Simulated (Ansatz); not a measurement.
## Run report: SiNH$_{7}$, nudged elastic band

The run: nudged elastic band of SiNH$_{7}$. Method and program: RKS PBE-D4/def2-SVP (Ansatz 0.2.0).

It belongs to a series of runs on one base structure; here: band between the two ends. Figures and captions count atoms from 1; the log counts them from 0 in places.

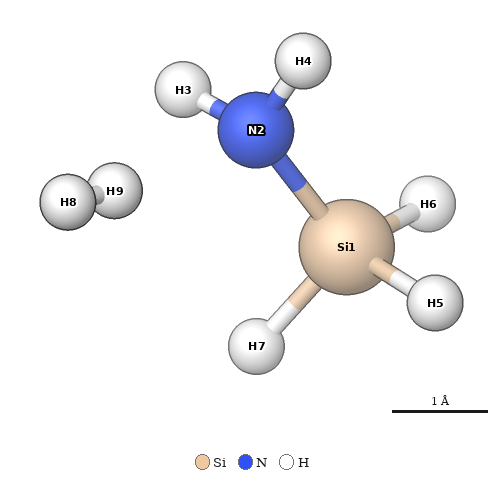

Fig. 1: The starting structure (ball-and-stick view, seen at a tilt; atoms are numbered from 1 in the order of the input). Bond lengths as drawn: H–H 0.77 Å, H–N 1.02 Å, H–Si 1.50 to 1.52 Å and N–Si 1.75 Å.

### Input file
```yaml
crystal:
  periodic: [false, false, false]
  atoms:
    - { symbol: Si, position_ang: [-0.257511, 0.557452, -0.013594] }
    - { symbol: "N", position_ang: [0.047347, -0.091393, 1.585665] }
    - { symbol: H, position_ang: [-0.756423, -0.43074, 2.123272] }
    - { symbol: H, position_ang: [0.672532, 0.433869, 2.204779] }
    - { symbol: H, position_ang: [1.07665, 0.817849, -0.657553] }
    - { symbol: H, position_ang: [-1.046542, 1.84944, -0.08425] }
    - { symbol: H, position_ang: [-1.02587, -0.480824, -0.784931] }
    - { symbol: H, position_ang: [1.652769, -2.911086, 1.980276] }
    - { symbol: H, position_ang: [1.286247, -2.246767, 1.825836] }
basis:
  gaussian: { orbitals: def2-SVP }
hamiltonian:
  xc: pbe
  dispersion: d4
neb:
  order_check: false
  images: 7
  f_tol: 0.03
  max_iterations: 60
  final_atoms:
    - { symbol: Si, position_ang: [0.45819557, 0.0814376, -0.39696368] }
    - { symbol: "N", position_ang: [-0.11471499, -0.66695329, 2.32245307] }
    - { symbol: H, position_ang: [-1.12292776, -0.72411007, 2.52165104] }
    - { symbol: H, position_ang: [0.26788218, -0.00510828, 3.01166676] }
    - { symbol: H, position_ang: [0.76081676, 0.47528696, -1.83082756] }
    - { symbol: H, position_ang: [0.3034495, 1.36892376, 0.3595147] }
    - { symbol: H, position_ang: [-0.81111421, -0.71850754, -0.44919425] }
    - { symbol: H, position_ang: [1.63617159, -0.72641818, 0.06515448] }
    - { symbol: H, position_ang: [0.27144037, -1.58675097, 2.57604545] }
  initial_path:
    images:
      - { positions_ang: [[-0.257511, 0.557452, -0.013594], [0.047347, -0.091393, 1.585665], [-0.756423, -0.43074, 2.123272], [0.672532, 0.433869, 2.204779], [1.07665, 0.817849, -0.657553], [-1.046542, 1.84944, -0.08425], [-1.02587, -0.480824, -0.784931], [1.652769, -2.911086, 1.980276], [1.286247, -2.246767, 1.825836]] }
      - { positions_ang: [[-0.19352047, 0.4423837, -0.00120846], [0.03408151, -0.10456778, 1.73737114], [-0.78742772, -0.44375477, 2.26400733], [0.72114323, 0.34459149, 2.34163216], [1.15150865, 0.65519117, -0.60386198], [-0.96051563, 1.7188767, -0.14244463], [-0.93792614, -0.62078743, -0.73417006], [1.47270435, -2.51832026, 1.59406301], [1.14915123, -1.97581282, 1.7241115]] }
      - { positions_ang: [[-0.12952995, 0.32731541, 0.01117707], [0.02081602, -0.11774257, 1.88907729], [-0.81843244, -0.45676954, 2.40474265], [0.76975445, 0.25531398, 2.47848531], [1.2263673, 0.49253334, -0.55017097], [-0.87448926, 1.58831341, -0.20063925], [-0.84998228, -0.76075085, -0.68340912], [1.2926397, -2.12555453, 1.20785001], [1.01205546, -1.70485864, 1.62238699]] }
      - { positions_ang: [[-0.06553942, 0.21224711, 0.02356261], [0.00755052, -0.13091735, 2.04078343], [-0.84943716, -0.46978431, 2.54547798], [0.81836568, 0.16603647, 2.61533847], [1.30122595, 0.3298755, -0.49647995], [-0.7884629, 1.45775011, -0.25883388], [-0.76203842, -0.90071428, -0.63264818], [1.11257506, -1.73278879, 0.82163702], [0.87495969, -1.43390446, 1.52066249]] }
      - { positions_ang: [[-0.00154889, 0.09717881, 0.03594814], [-0.00571497, -0.14409214, 2.19248958], [-0.88044188, -0.48279908, 2.68621331], [0.86697691, 0.07675896, 2.75219162], [1.3760846, 0.16721767, -0.44278893], [-0.70243653, 1.32718682, -0.3170285], [-0.67409456, -1.04067771, -0.58188724], [0.93251041, -1.34002306, 0.43542403], [0.73786392, -1.16295028, 1.41893799]] }
      - { positions_ang: [[0.11338722, 0.09324351, -0.07227981], [-0.03296497, -0.27480742, 2.22498045], [-0.94106335, -0.54312683, 2.64507274], [0.71720323, 0.05629215, 2.81706041], [1.22226764, 0.24423499, -0.78979859], [-0.45096502, 1.33762106, -0.1478927], [-0.70834948, -0.96013517, -0.54871399], [1.1084257, -1.18662184, 0.34285664], [0.62125803, -1.26890045, 1.70821485]] }
      - { positions_ang: [[0.22832334, 0.08930821, -0.18050777], [-0.06021498, -0.40552271, 2.25747132], [-1.00168482, -0.60345458, 2.60393217], [0.56742954, 0.03582534, 2.88192919], [1.06845068, 0.32125232, -1.13680824], [-0.19949352, 1.34805529, 0.0212431], [-0.74260439, -0.87959262, -0.51554075], [1.284341, -1.03322062, 0.25028925], [0.50465214, -1.37485062, 1.99749172]] }
      - { positions_ang: [[0.34325945, 0.08537291, -0.28873573], [-0.08746499, -0.536238, 2.2899622], [-1.06230629, -0.66378233, 2.56279161], [0.41765586, 0.01535853, 2.94679797], [0.91463372, 0.39826964, -1.4838179], [0.05197799, 1.35848953, 0.1903789], [-0.7768593, -0.79905008, -0.4823675], [1.4602563, -0.8798194, 0.15772187], [0.38804626, -1.4808008, 2.28676858]] }
      - { positions_ang: [[0.45819557, 0.0814376, -0.39696368], [-0.11471499, -0.66695329, 2.32245307], [-1.12292776, -0.72411007, 2.52165104], [0.26788218, -0.00510828, 3.01166676], [0.76081676, 0.47528696, -1.83082756], [0.3034495, 1.36892376, 0.3595147], [-0.81111421, -0.71850754, -0.44919425], [1.63617159, -0.72641818, 0.06515448], [0.27144037, -1.58675097, 2.57604545]] }
```

Hardware: 2 threads of Arm Neoverse V2, 24 GiB of memory available, shared host.

Run as:
```bash
ansatz run input.yaml --threads 2 --pin off --max-ram 3072MiB --backend cpu --events-out ev --progress --plain --runs-dir out
```

### What the program printed
```
Engine: ansatz 0.2.0, aarch64-unknown-linux-gnu
Functional definition: PBE
  parameter kappa = 0.804
  parameter beta = 0.06672455060314922
  exchange = pbe_x(kappa = kappa, mu = beta*pi^2/3)
  correlation = pbe_c(beta = beta)
774 factors; their error is unknown
mean field evaluation 1: about -9464.1639 eV, gradient 5.8e1 eV
mean field evaluation 2: about -9439.3981 eV, gradient 1.1e2 eV
mean field evaluation 4: about -9471.1513 eV, gradient 2.2e0 eV
mean field evaluation 8: about -9471.1721 eV, gradient 1.9e-2 eV
mean field evaluation 16: about -9471.1248 eV, gradient 5.1e-5 eV
mean field -9471.12478894 eV, -348.0574162345 hartree, gradient 5.1e-5 eV, S^2 0.000000; 0 other end points of the search recorded, 0 dependent functions left out
the calculation of the forces begins
reference -9471.12482495 eV, -348.0574175578 hartree; 14, 14 occupied and 53, 53 virtual orbitals, 774 factors
774 factors; their error is unknown
mean field -9471.11754379 eV, -348.0571499804 hartree, gradient 4.0e-5 eV, S^2 0.000000; 0 other end points of the search recorded, 0 dependent functions left out
[... from here on the field's lines of each further geometry are left out, up to the last ...]
NEB iter   1: max|band force component| = 5.662e0 eV/Å  barrier→ = 3.2788 eV  barrier← = 3.2691 eV  Δτ_max = 0.2000 Å  (211 SCF iters)
NEB iter   2: max|band force component| = 2.129e0 eV/Å  barrier→ = 1.9473 eV  barrier← = 1.9375 eV  Δτ_max = 0.2000 Å  (178 SCF iters)
NEB iter   3: max|band force component| = 5.259e0 eV/Å  barrier→ = 1.4498 eV  barrier← = 1.4401 eV  Δτ_max = 0.1000 Å  (194 SCF iters)
NEB iter   4: max|band force component| = 9.546e-1 eV/Å  barrier→ = 1.2986 eV  barrier← = 1.2889 eV  Δτ_max = 0.0621 Å  (176 SCF iters)
NEB iter   5: max|band force component| = 6.344e-1 eV/Å  barrier→ = 1.2631 eV  barrier← = 1.2533 eV  CI = image 5  Δτ_max = 0.2000 Å  (177 SCF iters)
NEB iter   6: max|band force component| = 1.151e0 eV/Å  barrier→ = 1.6523 eV  barrier← = 1.6425 eV  CI = image 5  Δτ_max = 0.1019 Å  (182 SCF iters)
NEB iter   7: max|band force component| = 1.263e0 eV/Å  barrier→ = 1.7189 eV  barrier← = 1.7091 eV  CI = image 5  Δτ_max = 0.1011 Å  (178 SCF iters)
NEB iter   8: max|band force component| = 6.151e-1 eV/Å  barrier→ = 1.6787 eV  barrier← = 1.6689 eV  CI = image 5  Δτ_max = 0.0982 Å  (172 SCF iters)
NEB iter   9: max|band force component| = 2.743e-1 eV/Å  barrier→ = 1.6716 eV  barrier← = 1.6618 eV  CI = image 5  Δτ_max = 0.0473 Å  (180 SCF iters)
NEB iter  10: max|band force component| = 1.511e-1 eV/Å  barrier→ = 1.6650 eV  barrier← = 1.6552 eV  CI = image 5  Δτ_max = 0.0234 Å  (174 SCF iters)
NEB iter  11: max|band force component| = 1.015e-1 eV/Å  barrier→ = 1.6626 eV  barrier← = 1.6528 eV  CI = image 5  Δτ_max = 0.0324 Å  (175 SCF iters)
NEB iter  12: max|band force component| = 1.031e-1 eV/Å  barrier→ = 1.6616 eV  barrier← = 1.6518 eV  CI = image 5  Δτ_max = 0.0161 Å  (169 SCF iters)
NEB iter  13: max|band force component| = 7.819e-2 eV/Å  barrier→ = 1.6603 eV  barrier← = 1.6505 eV  CI = image 5  Δτ_max = 0.0299 Å  (151 SCF iters)
NEB iter  14: max|band force component| = 5.289e-2 eV/Å  barrier→ = 1.6599 eV  barrier← = 1.6501 eV  CI = image 5  Δτ_max = 0.0138 Å  (163 SCF iters)
NEB iter  15: max|band force component| = 3.490e-2 eV/Å  barrier→ = 1.6598 eV  barrier← = 1.6500 eV  CI = image 5  Δτ_max = 0.0322 Å  (152 SCF iters)
NEB iter  16: max|band force component| = 6.192e-2 eV/Å  barrier→ = 1.6602 eV  barrier← = 1.6505 eV  CI = image 5  Δτ_max = 0.0161 Å  (161 SCF iters)
NEB iter  17: max|band force component| = 4.226e-2 eV/Å  barrier→ = 1.6596 eV  barrier← = 1.6498 eV  CI = image 5  Δτ_max = 0.0104 Å  (158 SCF iters)
NEB iter  18: max|band force component| = 2.552e-2 eV/Å  barrier→ = 1.6594 eV  barrier← = 1.6497 eV  CI = image 5  Δτ_max = 0.0079 Å  (130 SCF iters)
the calculation of the forces begins
reference -9470.96613578 eV, -348.0515858384 hartree; 14, 14 occupied and 53, 53 virtual orbitals, 774 factors
774 factors; their error is unknown
mean field evaluation 1056: about -9469.4395 eV, gradient 2.3e-5 eV
mean field -9469.43947930 eV, -347.9954822477 hartree, gradient 2.3e-5 eV, S^2 0.000000; 1 other end points of the search recorded, 0 dependent functions left out
the calculation of the forces begins
reference -9469.43951337 eV, -347.9954834997 hartree; 14, 14 occupied and 53, 53 virtual orbitals, 774 factors
NEB iter  19: max|band force component| = 2.305e-2 eV/Å  barrier→ = 1.6593 eV  barrier← = 1.6495 eV  CI = image 5  Δτ_max = 0.0000 Å  (196 SCF iters)
```

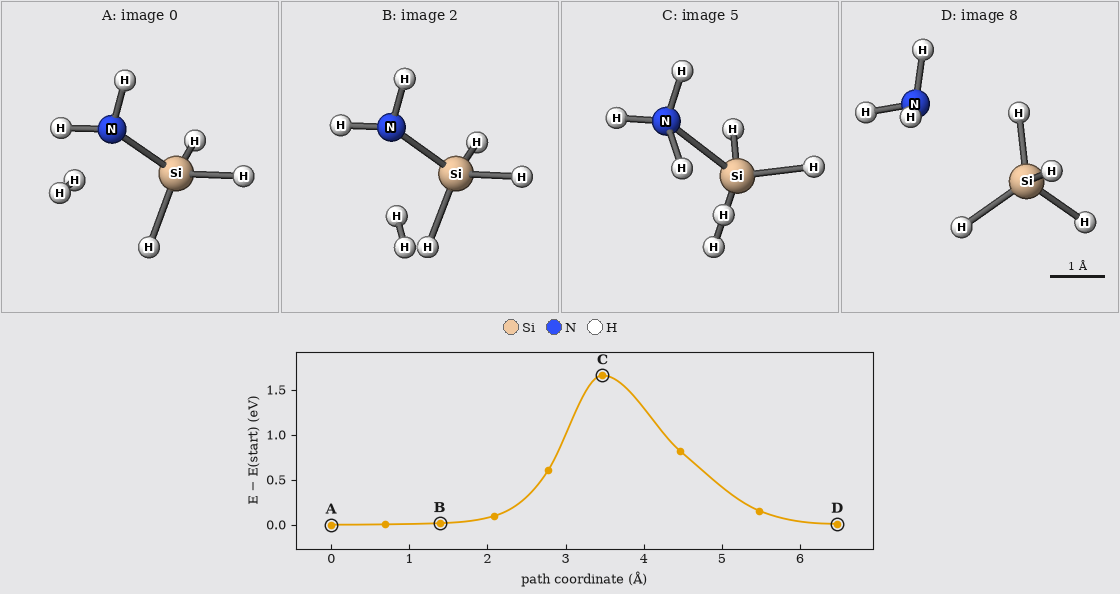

Fig. 2: Images of the last band (counted from 0; ball-and-stick, seen at a tilt) above the energy along the path; the line is a cubic interpolation that uses the forces. The highest image is number 5, 1.659 eV above the start and 1.650 eV above the end (the climbing image); the end lies 0.010 eV above the start. The path is 6.48 Å long. The band converged in 19 iterations.

```
Total energy: -9469.56967793 eV, -348.0002669589 hartree
Atom 0 at     0.107128    -0.041252     0.101552 Å, force    -0.003995    -0.004171     0.001760 eV/Å
Atom 1 at     0.097390    -0.310061     2.014548 Å, force     0.014355     0.013710     0.005109 eV/Å
Atom 2 at    -0.823886    -0.389834     2.474093 Å, force    -0.000930    -0.005536    -0.005079 eV/Å
Atom 3 at     0.676593     0.358692     2.545301 Å, force    -0.007058     0.002167     0.004212 eV/Å
Atom 4 at     1.379884     0.430024    -0.544689 Å, force     0.001305    -0.000893    -0.000976 eV/Å
Atom 5 at    -0.694986     1.267768     0.191180 Å, force     0.000934    -0.000330    -0.001420 eV/Å
Atom 6 at    -0.817672    -0.919958    -0.691036 Å, force    -0.002160     0.002197     0.000550 eV/Å
Atom 7 at     1.040625    -1.622516     0.512850 Å, force     0.005575    -0.002141    -0.013040 eV/Å
Atom 8 at     0.684123    -1.275066     1.575702 Å, force    -0.008026    -0.005003     0.008885 eV/Å
Dipole moment:    -0.140202     0.162106     0.642821 e Å
this run last wrote the band of iteration 19 to [file]; this run last wrote the band within `neb.f_tol` of iteration 18 to [file]
```

### The last band as extended XYZ (Å, eV, eV/Å)
```
9
Properties=species:S:1:pos:R:3:forces:R:3 image=0 energy=-9471.22896
Si   -0.2575    0.5575   -0.0136    0.0059   0.0141  -0.0189
N     0.0473   -0.0914    1.5857   -0.0101  -0.0029   0.0228
H    -0.7564   -0.4307    2.1233    0.0229   0.0086  -0.0051
H     0.6725    0.4339    2.2048   -0.0179  -0.0097  -0.0127
H     1.0767    0.8178   -0.6576   -0.0085  -0.0072   0.0040
H    -1.0465    1.8494   -0.0843    0.0029  -0.0198   0.0024
H    -1.0259   -0.4808   -0.7849    0.0055   0.0151   0.0085
H     1.6528   -2.9111    1.9803   -0.0148   0.0291  -0.0067
H     1.2862   -2.2468    1.8258    0.0141  -0.0272   0.0056
9
Properties=species:S:1:pos:R:3:forces:R:3 image=1 energy=-9471.22546
Si   -0.2127    0.4710    0.0571   -0.0008   0.0016  -0.0010
N    -0.0195   -0.0186    1.7283    0.0003  -0.0009  -0.0017
H    -0.8569   -0.2982    2.2473    0.0016  -0.0022  -0.0016
H     0.5809    0.5522    2.3302    0.0013  -0.0018  -0.0017
H     1.1635    0.6353   -0.5257   -0.0015   0.0027  -0.0023
H    -0.9632    1.7627   -0.1902   -0.0013   0.0022   0.0017
H    -0.9631   -0.6239   -0.6490   -0.0016   0.0027  -0.0022
H     1.6589   -2.8218    1.5613    0.0012  -0.0027   0.0062
H     1.2613   -2.1610    1.6202    0.0008  -0.0016   0.0026
9
Properties=species:S:1:pos:R:3:forces:R:3 image=2 energy=-9471.21255
Si   -0.1694    0.3860    0.1513   -0.0025   0.0066  -0.0019
N    -0.0558    0.0209    1.8607   -0.0012   0.0003   0.0001
H    -0.9159   -0.2126    2.3646    0.0010  -0.0026  -0.0040
H     0.5334    0.6209    2.4447   -0.0007   0.0026  -0.0046
H     1.2338    0.5063   -0.3750   -0.0041   0.0077  -0.0038
H    -0.9033    1.6560   -0.2232   -0.0039   0.0078   0.0006
H    -0.8886   -0.7578   -0.5086   -0.0056   0.0082  -0.0027
H     1.5987   -2.6592    1.0778    0.0096  -0.0189   0.0140
H     1.2163   -2.0629    1.3871    0.0074  -0.0118   0.0023
9
Properties=species:S:1:pos:R:3:forces:R:3 image=3 energy=-9471.13317
Si   -0.1142    0.2801    0.2193   -0.0384   0.0657   0.0075
N    -0.0387   -0.0428    1.9419   -0.0201   0.0384  -0.0130
H    -0.9075   -0.2357    2.4468   -0.0099   0.0160  -0.0014
H     0.5847    0.5288    2.5176   -0.0177   0.0297  -0.0027
H     1.2928    0.4148   -0.2951   -0.0237   0.0284   0.0452
H    -0.8631    1.5359   -0.1517   -0.0332   0.0624  -0.0619
H    -0.7962   -0.8748   -0.4632   -0.0237   0.0357   0.0424
H     1.4088   -2.2681    0.7030    0.0919  -0.1610   0.0183
H     1.0827   -1.8402    1.2609    0.0750  -0.1154  -0.0344
9
Properties=species:S:1:pos:R:3:forces:R:3 image=4 energy=-9470.62529
Si   -0.0246    0.1316    0.2098   -0.2650   0.3845   0.2316
N     0.0274   -0.1618    1.9755   -0.1399   0.2750  -0.0770
H    -0.8601   -0.2950    2.4681   -0.0778   0.1389  -0.0274
H     0.6520    0.4318    2.5291   -0.0533   0.0896  -0.0077
H     1.3323    0.3649   -0.4126   -0.0995  -0.0955   0.2782
H    -0.7941    1.3980    0.0358   -0.1845   0.3086  -0.2671
H    -0.7631   -0.9370   -0.5611    0.0966   0.0275   0.2652
H     1.1767   -1.8690    0.6193    0.2736  -0.5015   0.1789
H     0.9029   -1.5656    1.3157    0.4497  -0.6269  -0.5748
9
Properties=species:S:1:pos:R:3:forces:R:3 image=5 energy=-9469.56964
Si    0.1071   -0.0413    0.1016   -0.0040  -0.0042   0.0018
N     0.0974   -0.3101    2.0145    0.0144   0.0137   0.0051
H    -0.8239   -0.3898    2.4741   -0.0009  -0.0055  -0.0051
H     0.6766    0.3587    2.5453   -0.0071   0.0022   0.0042
H     1.3799    0.4300   -0.5447    0.0013  -0.0009  -0.0010
H    -0.6950    1.2678    0.1912    0.0009  -0.0003  -0.0014
H    -0.8177   -0.9200   -0.6910   -0.0022   0.0022   0.0006
H     1.0406   -1.6225    0.5129    0.0056  -0.0021  -0.0130
H     0.6841   -1.2751    1.5757   -0.0080  -0.0050   0.0089
9
Properties=species:S:1:pos:R:3:forces:R:3 image=6 energy=-9470.41309
Si    0.2496   -0.0855   -0.1165    0.1245  -0.0552  -0.1786
N     0.0226   -0.4290    2.1575   -0.0826  -0.0660   0.1144
H    -0.8709   -0.4948    2.6591   -0.0475  -0.0452   0.1502
H     0.6323    0.2427    2.6435   -0.0387  -0.0583   0.0761
H     1.2897    0.5252   -1.0343   -0.0723   0.0471  -0.4116
H    -0.4734    1.1958    0.3030    0.1795  -0.0669   0.0785
H    -0.8346   -0.8346   -0.8550   -0.0128   0.0396  -0.1130
H     1.1274   -1.2873    0.3206    0.0875   0.2363  -0.1414
H     0.5065   -1.3347    2.1014   -0.1375  -0.0313   0.4254
9
Properties=species:S:1:pos:R:3:forces:R:3 image=7 energy=-9471.07159
Si    0.3594    0.0078   -0.3241    0.0447   0.0304  -0.0918
N    -0.1277   -0.5836    2.2647   -0.0637  -0.0501   0.0509
H    -0.9687   -0.6180    2.8538   -0.0410  -0.0384   0.0818
H     0.5039    0.1080    2.6938   -0.0589  -0.0403   0.0148
H     1.0773    0.5159   -1.5545   -0.0898  -0.0206  -0.2315
H    -0.0872    1.2580    0.3768    0.1612   0.0191   0.0172
H    -0.8345   -0.7875   -0.7763    0.0033  -0.0010   0.0404
H     1.3767   -0.9133    0.2917    0.1075   0.1557   0.0007
H     0.3502   -1.4893    2.3535   -0.0632  -0.0547   0.1175
9
Properties=species:S:1:pos:R:3:forces:R:3 image=8 energy=-9471.21918
Si    0.4582    0.0814   -0.3970    0.0002  -0.0002   0.0004
N    -0.1147   -0.6670    2.3225   -0.0004  -0.0006   0.0017
H    -1.1229   -0.7241    2.5217    0.0004   0.0034   0.0002
H     0.2679   -0.0051    3.0117    0.0027  -0.0017  -0.0005
H     0.7608    0.4753   -1.8308    0.0000   0.0003  -0.0002
H     0.3034    1.3689    0.3595   -0.0022  -0.0004  -0.0003
H    -0.8111   -0.7185   -0.4492    0.0013  -0.0018   0.0000
H     1.6362   -0.7264    0.0652    0.0008   0.0018   0.0004
H     0.2714   -1.5868    2.5760   -0.0028  -0.0007  -0.0016
```

### Key numbers

```json
{"quantity": "outcome", "value": "converged"}
{"quantity": "barrier, forward", "value": "1.659 eV"}
{"quantity": "barrier, backward", "value": "1.649 eV"}
{"quantity": "wall time", "value": "83 s (CPU time 2.6 min)"}
{"quantity": "peak memory", "value": "0.11 GiB"}
```

### Notes

The order of the saddle point was not checked.
